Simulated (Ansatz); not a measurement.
GaH3NSeSi (SMILES [NH2+]=[SiH][Se+2]#[Ga-2]) (charge +1)

Input file:

```
crystal:
  periodic: [false, false, false]
  atoms:
    - {symbol: Ga, position_ang: [0.055619, 4.061776, -0.124316]}
    - {symbol: "N", position_ang: [0.307510, -1.129320, 1.527602]}
    - {symbol: Se, position_ang: [1.351741, 1.639684, -0.114114]}
    - {symbol: Si, position_ang: [0.018485, 0.485741, 1.145980]}
    - {symbol: H, position_ang: [-0.318439, -1.684188, 2.123254]}
    - {symbol: H, position_ang: [1.120499, -1.658648, 1.192583]}
    - {symbol: H, position_ang: [-1.236917, 0.970454, 1.780723]}
basis:
  gaussian: {orbitals: def2-TZVPD}
total_charge: 1
hamiltonian: {xc: pbe0}
output: {forces: true, orbitals: {seedname: orbitals}}
```

Command:

```sh
ansatz run input.yaml --threads 2 --pin off --max-ram 4350MiB --events-out events.jsonl --progress --plain --runs-dir runs
```

Geometry: BLYP-D3(BJ)/def2-SVP.

Method: isolated molecule in a Gaussian basis; Kohn-Sham density functional theory, functional PBE0 (Ansatz).

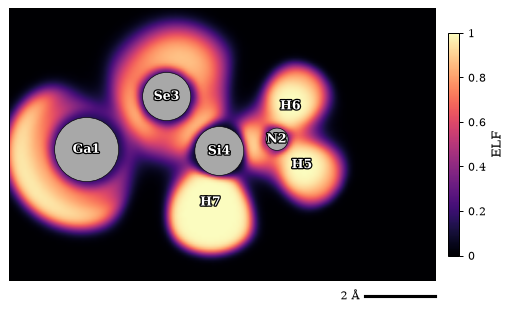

Figure 1. Electron localisation function on the molecular plane. Grey discs cover the atomic cores.

**What do the fields say about this system?**

Atoms in the plane: Ga, N, Se, Si and H. Si–N (1.68 Å): the ELF peaks at about 0.90 between the atoms; a shared but strongly polarised pair. Si–Se (2.17 Å): the ELF peaks at about 0.85 between the atoms: localised, covalent bonding. Ga–Se (2.75 Å): the ELF peaks at about 0.80 in the valence shell of Se, 1.1 Å from its nucleus, and is about 0.60 at the midpoint. N–H (1.03 Å): the ELF climbs to about 1 towards the hydrogen, as it does in any bond to H (a covalent bond by its length). Si–H (1.49 Å): the ELF climbs to about 1 towards the hydrogen. The ELF also peaks beside Se3, away from the bonds: lone-pair regions.

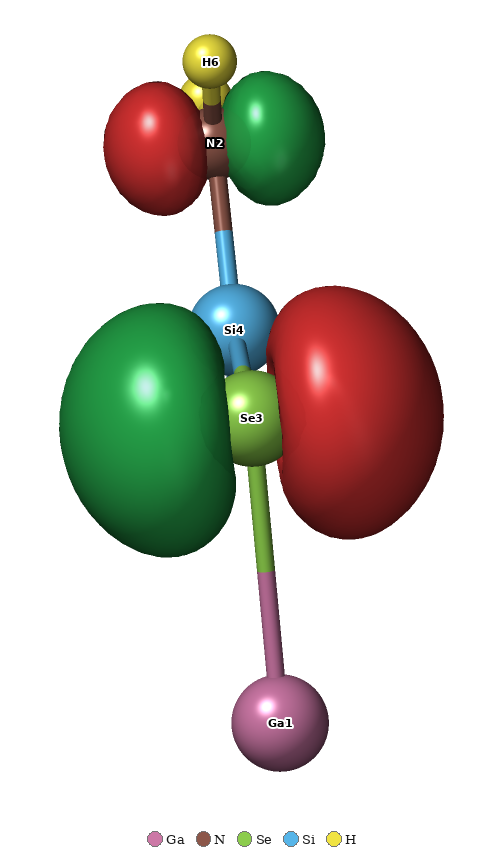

Figure 2. The HOMO−1 at ±0.15 Å⁻³ᐟ² (green and red are the two phases), seen at an oblique angle.

**What is the character of this orbital?**

By Hirshfeld shares it lies mainly on Se3 (about 70 %), Si4 (about 15 %) and N2 (about 10 %); it changes sign across the molecular plane (π type); π-antibonding (a node) across N2–Si4. Its energy is −11.81 eV.

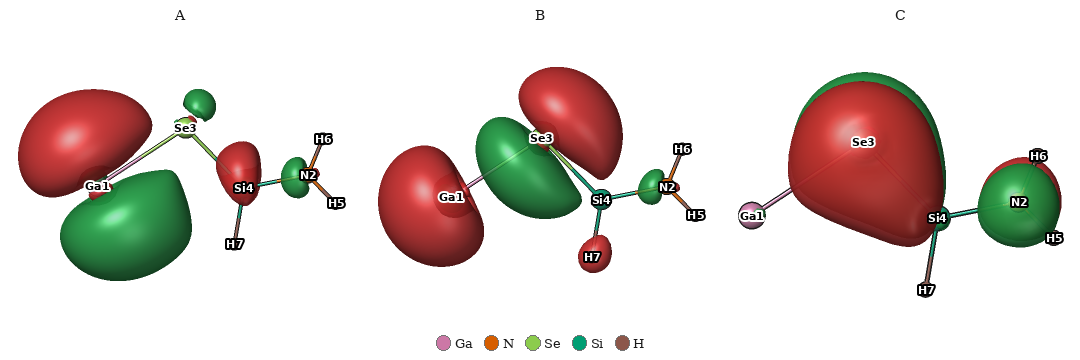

Figure 3. Three frontier orbitals at ±0.08 Å⁻³ᐟ² (green and red are the two phases), in no order.

**Which picture is the HOMO−1, the HOMO and the LUMO?**

C is the HOMO−1 (−11.81 eV). Its weight (Hirshfeld) is mainly on Se3 (about 70 %), Si4 (about 15 %) and N2 (about 10 %); it changes sign across the molecular plane (π type); π-antibonding (a node) across N2–Si4. B is the HOMO (−11.51 eV). By Hirshfeld shares it lies mainly on Se3 (about 55 %) and Ga1 (about 35 %); it is symmetric in the molecular plane (an in-plane orbital: σ, lone-pair or in-plane π type). A is the LUMO (−6.44 eV). By Hirshfeld shares it lies mainly on Ga1 (about 80 %), Se3 (about 10 %) and Si4 (about 5 %); it is symmetric in the molecular plane (an in-plane orbital: σ, lone-pair or in-plane π type).

**What is the HOMO–LUMO gap?**

5.07 eV between the orbital energies.
